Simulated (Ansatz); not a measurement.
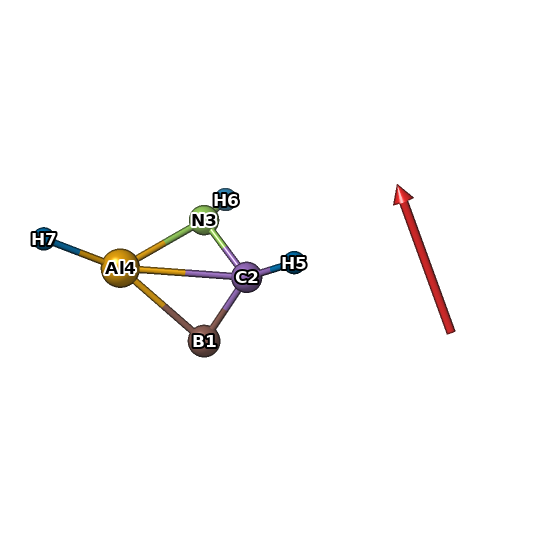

The arrow beside the molecule shows the direction of the dipole moment, from the negative to the positive end (its length means nothing). The geometry was computed by an optimisation with PBE0-D4/def2-TZVP. No frequency run is at hand to confirm it as a minimum. Method: RKS PBE0-D4/def2-TZVP (Ansatz 0.2.0).

How large is the dipole moment?

Answer. 1.66 D; it points from the side of B1 to the side of H7 (the outermost atoms at the two ends).
